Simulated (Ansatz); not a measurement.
# Computed scan of one atom of the cell: CsPbCl3 (cubic perovskite)

CsPbCl$_{3}$ (cubic perovskite)

```yaml
crystal:
  lattice:
    - [5.73565, 0.00000, 0.00000]
    - [0.00000, 5.73565, 0.00000]
    - [0.00000, 0.00000, 5.73565]
  atoms:
    - { symbol: Cs, position: [0.00000, 0.00000, 0.00000] }
    - { symbol: Pb, position: [0.50000, 0.50000, 0.50000] }
    - { symbol: Cl, position: [0.00000, 0.50000, 0.50000] }
    - { symbol: Cl, position: [0.50000, 0.50000, 0.00000] }
    - { symbol: Cl, position: [0.50000, 0.00000, 0.50000] }
```

Scan: atom 1 (Cs, nearest neighbour Cl at 4.056 Å; its periodic images, 5.7 Å or more away, move with it) is displaced along Cartesian x, direction (1.000, 0.000, 0.000) in Cartesian axes, by s. The other atoms stay.

All values below come from PBE (plane waves to 420 eV, PAW, scalar-relativistic; Ansatz, an electronic-structure program). k mesh 5×5×5 (Γ-centred), Fermi-Dirac smearing 0.05 eV. Energies are smeared free energies. Compression counts positive. CsPbCl3 was relaxed with its symmetry unable to fall. Spin-orbit coupling is left out, though Pb is heavy. The PAW data are Ansatz's earlier set. This is a high-temperature form of CsPbCl3. ΔE is measured from the undisplaced structure.

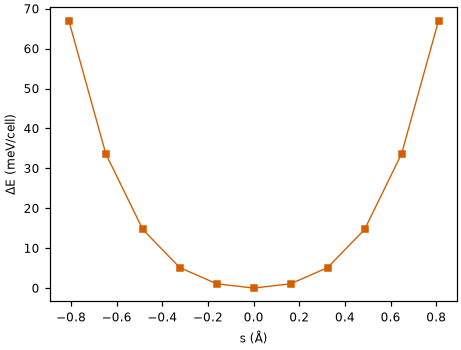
ΔE (meV/cell) against s (Å); computed points joined by lines.

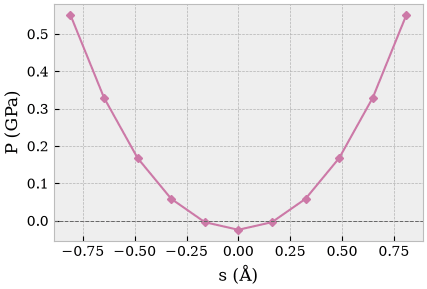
Figure: P (GPa) against s (Å); computed points joined by lines.

The force along the line at s = -0.810 Å is 0.262 eV/Å, the energy at s = 0.810 Å is 67.0 meV/cell and the force constant k = d²E/ds² at s = 0 (finite differences) is 0.08 eV/Å². Shape of the curve: a single well with its minimum at or next to zero displacement. Symmetry of the curve: even: the same for both signs.

The forces along the line at the two nearest points give (0.014 − (-0.014)) / (2·0.162) = 0.09 eV/Å²; the next pair corrects for the finite step.

(A displaced cell: forces are minus the slopes of the energy, force constants its curvatures, and phonons follow from these.)
